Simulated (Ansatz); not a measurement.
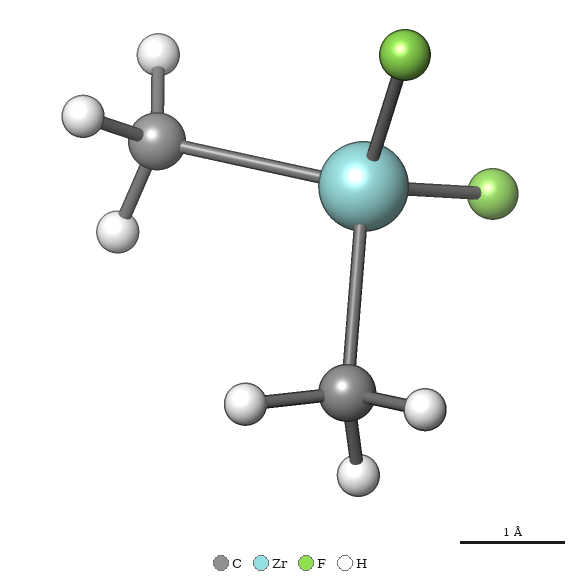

Starting geometry of the run.

Input file:

```yaml
crystal:
  periodic: [false, false, false]
  atoms:
    - {symbol: C, position_ang: [-1.647874, 0.696252, 0.265438]}
    - {symbol: Zr, position_ang: [0.261979, 0.374803, -0.798086]}
    - {symbol: C, position_ang: [1.414119, -1.035864, 0.452407]}
    - {symbol: F, position_ang: [-0.104086, -0.436941, -2.479518]}
    - {symbol: F, position_ang: [1.203719, 2.025524, -0.888831]}
    - {symbol: H, position_ang: [-1.512373, 1.331256, 1.148542]}
    - {symbol: H, position_ang: [-2.407100, 1.165871, -0.369836]}
    - {symbol: H, position_ang: [-2.050981, -0.266288, 0.605150]}
    - {symbol: H, position_ang: [1.235351, -0.815300, 1.512942]}
    - {symbol: H, position_ang: [2.493701, -0.964935, 0.278847]}
    - {symbol: H, position_ang: [1.113524, -2.074377, 0.272944]}
basis:
  gaussian: {orbitals: STO-3G, fitting: {mean_field: cc-pVTZ-jkfit}}
magnetization: {spin_polarized: true, initial_magnetization: 2}
hamiltonian: {xc: {name: B3LYP}}
scf: {lower_state_search: off}
output: {forces: true}
```

It was started with:

```sh
ansatz run in.yaml --threads 4 --pin off --events-out ev --progress --plain --max-ram 10444MiB
```

Result:

```
Functional definition: B3LYP
  name "B3LYP"
  cite "Stephens, Devlin, Chabalowski & Frisch, J. Phys. Chem. 98, 11623 (1994) doi:10.1021/j100096a001"
  cite "Becke, Phys. Rev. A 38, 3098 (1988) doi:10.1103/PhysRevA.38.3098"
  cite "Lee, Yang & Parr, Phys. Rev. B 37, 785 (1988) doi:10.1103/PhysRevB.37.785"
  cite "Vosko, Wilk & Nusair, Can. J. Phys. 58, 1200 (1980) doi:10.1139/p80-159"
  parameter a0 = 0.2
  parameter ax = 0.72
  parameter ac = 0.81
  exchange = (1 - a0 - ax)*slater_x + ax*b88_x + a0*exact_x
  correlation = (1 - ac)*vwn_rpa_c + ac*lyp_c
these checks for a lower state are left out or cut short: stability, starts, cluster_reference, orbital_swaps, neighbouring_geometries, increment
Error: <dir> the basis set cc-pVTZ-JKFIT has no functions for Zr
```

The input was rejected before any iteration.

The spin state was imposed, and no run here compares it with a lower spin, which may lie lower.
